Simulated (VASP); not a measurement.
Band structure of ZnO (wurtzite). All values below come from LDA (Ceperley-Alder, Perdew-Zunger), VASP's LDA PAW potentials (set 64) (plane waves; VASP).

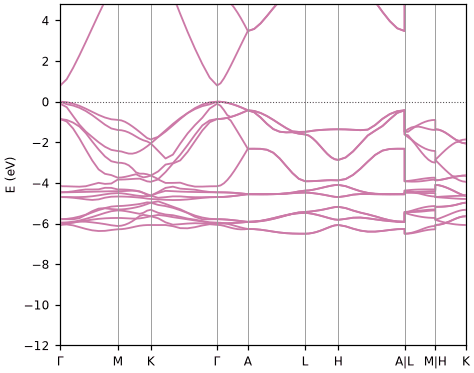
Fig. 1. Bands along high-symmetry lines, zero at the valence-band maximum or, without a gap, the Fermi level

Question: Read the plot: is there a gap, and where are the band edges?

Answer: The gap is direct, 0.80 eV, from the valence maximum at Γ to the conduction minimum at Γ. (Edges off the drawn lines would not show.)

Measured: gap 3.60 eV (computed value off by -2.80 eV), as given by Wei Chen et al., Physical Review Materials (2018), doi:10.1103/physrevmaterials.2.073803 [zero-point renormalisation of 0.16 eV added back (the table's ZPR column)].

The compound is ZnO in the wurtzite structure. It was relaxed first.
